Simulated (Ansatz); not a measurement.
# GaH$_{6}$NO$_{3}$ (SMILES [NH3+][Ga-]([OH])([OH])[OH]): what the fields show

```yaml
atoms:
  - { symbol: Ga, position_ang: [0.4621, -0.2085, -0.2332] }
  - { symbol: N, position_ang: [-1.2544, 0.5564, 0.6535] }
  - { symbol: O, position_ang: [1.6330, 0.1340, 1.1008] }
  - { symbol: O, position_ang: [0.5094, 0.8590, -1.6914] }
  - { symbol: O, position_ang: [-0.0842, -1.9172, -0.4565] }
  - { symbol: H, position_ang: [-1.0310, 0.9107, 1.5832] }
  - { symbol: H, position_ang: [-1.9568, -0.1787, 0.7323] }
  - { symbol: H, position_ang: [-1.6238, 1.3163, 0.0826] }
  - { symbol: H, position_ang: [2.0949, -0.6560, 1.3961] }
  - { symbol: H, position_ang: [1.3428, 1.3315, -1.7744] }
  - { symbol: H, position_ang: [-0.0266, -2.2046, -1.3723] }
```

Geometry: PBE0-D4/def2-SVP.

These are results of isolated molecule in a Gaussian basis; Kohn-Sham density functional theory, functional PBE0 (Ansatz), not measurements.

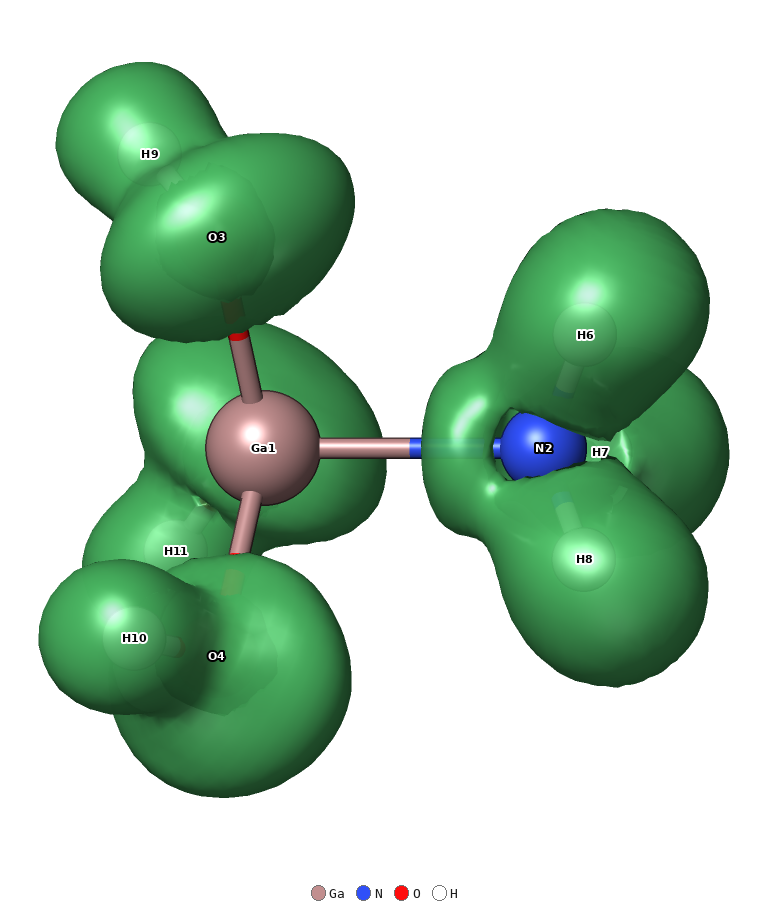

Figure 1. Isosurface of the electron localisation function at 0.75 (green), seen across its widest extent. Core shells and regions of very low density are left out.

Question: Identify the bonds, lone pairs and shells in this picture.

Answer: The surface consists of one joined region spread over several atoms (H, N), in which their bonds and any lone pairs are merged and three joined regions spread over several atoms (H, O), in which their bonds and any lone pairs are merged. Profiles from the grid: Ga–O (1.81 Å): the ELF peaks at about 0.85 in the valence shell of O, 0.6 Å from its nucleus, and is about 0.20 at the midpoint. Ga–N (2.08 Å): the ELF peaks at about 0.95 in the valence shell of N, 0.6 Å from its nucleus, and is about 0.35 at the midpoint.

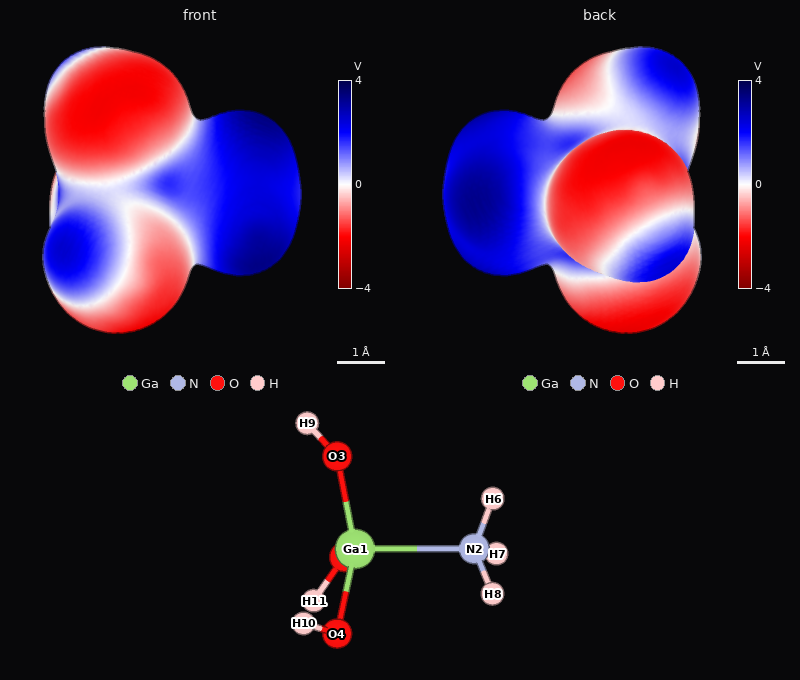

Figure 2. The electrostatic potential painted on the density surface at 0.004 e/bohr³, seen from the front and from behind; red is negative and blue positive. The bare structure is drawn below in the same view.

Question: Where is the surface potential most negative and most positive?

Answer: The most negative region (about −2.2 V) lies over O3, O4 and O5, the most positive (about +3.3 V) over H6, H7 and H8.

Question: How polar is the molecule by this calculation?

Answer: Its dipole moment is 3.33 D.

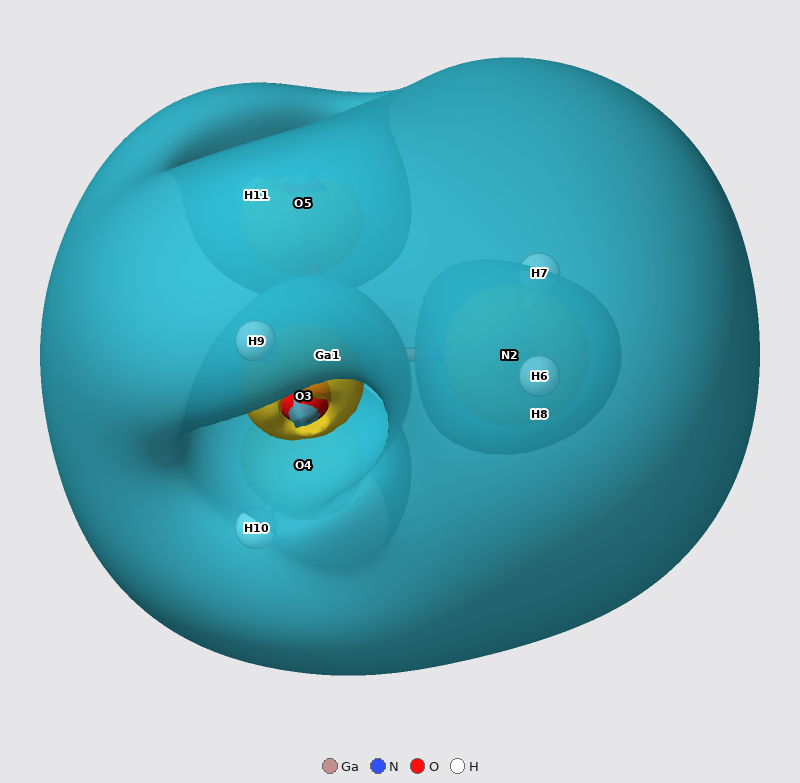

Figure 3. The LUMO at ±0.04 Å⁻³ᐟ² (yellow and cyan are the two phases), seen from one side.

Question: Where does this orbital lie, and at what energy?

Answer: By Hirshfeld shares it lies mainly on Ga1 (about 30 %), H8 (about 10 %), H7 (about 10 %), H6 (about 10 %) and N2 (about 10 %). Its energy is −0.58 eV.

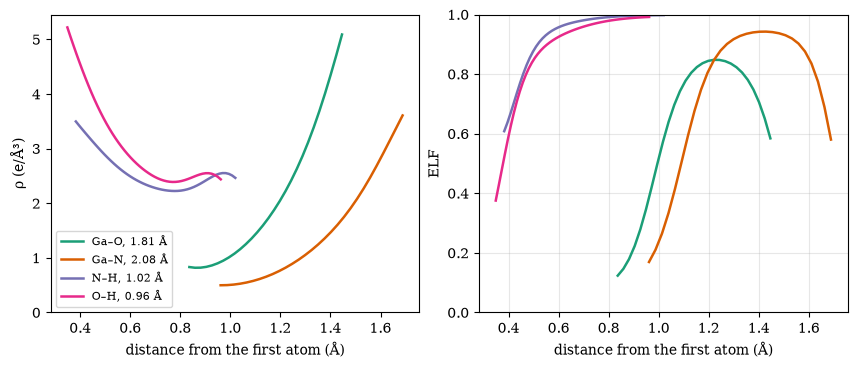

Figure 4. Electron density and electron localisation function along straight lines between neighbouring atoms. The curves leave out the atomic cores.

Question: Compare the contacts.

Answer: Ga–O (1.81 Å): ρ is about 0.84 e/Å³ halfway; the ELF peaks at about 0.85 in the valence shell of O, 0.6 Å from its nucleus, and is about 0.20 at the midpoint.
Ga–N (2.08 Å): ρ is about 0.53 e/Å³ halfway; the ELF peaks at about 0.95 in the valence shell of N, 0.6 Å from its nucleus, and is about 0.35 at the midpoint.
N–H (1.02 Å): ρ is about 2.8 e/Å³ halfway; the ELF climbs to about 1 towards the hydrogen, as it does in any bond to H: an ordinary covalent bond to hydrogen.
O–H (0.96 Å): ρ is about 3.7 e/Å³ halfway; the ELF climbs to about 1 towards the hydrogen (an ordinary covalent bond to hydrogen).
